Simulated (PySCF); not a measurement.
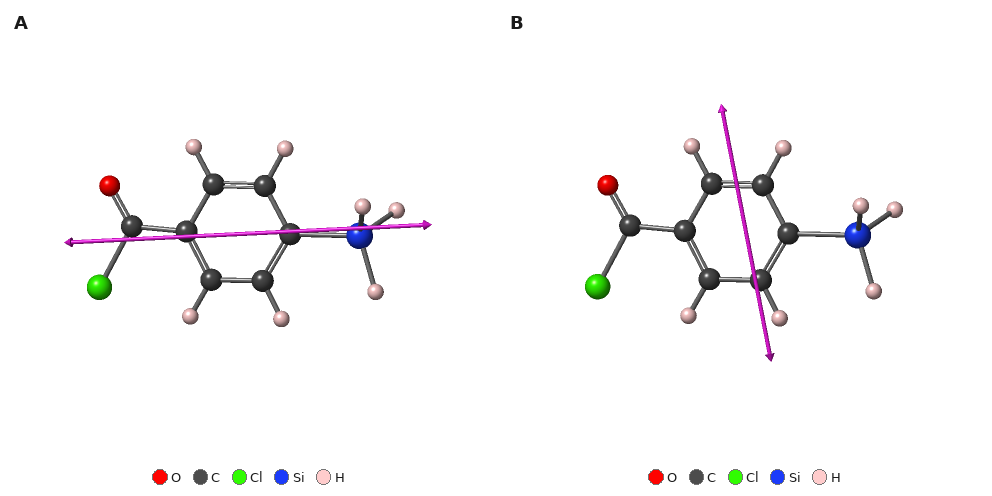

The double arrows show the directions of two transition dipoles from the ground state (lengths mean nothing). Computed geometry: PBE0-D3(BJ)/def2-SVP optimisation. No frequency run is at hand to confirm it as a minimum. Level of theory: TDDFT B3LYP/def2-SVPD, vertical, gas phase, core orbitals frozen in the response (PySCF 2.14.0).

Question: One belongs to singlet state 3 and one to singlet state 7. Which is which?

Answer: A: state 3, 4.92 eV (252 nm), oscillator strength 0.43, mainly HOMO−1 → LUMO (weight 0.92).
B: state 7, 6.12 eV (203 nm), oscillator strength 0.073, mainly HOMO−1 → LUMO+1 (weight 0.69).
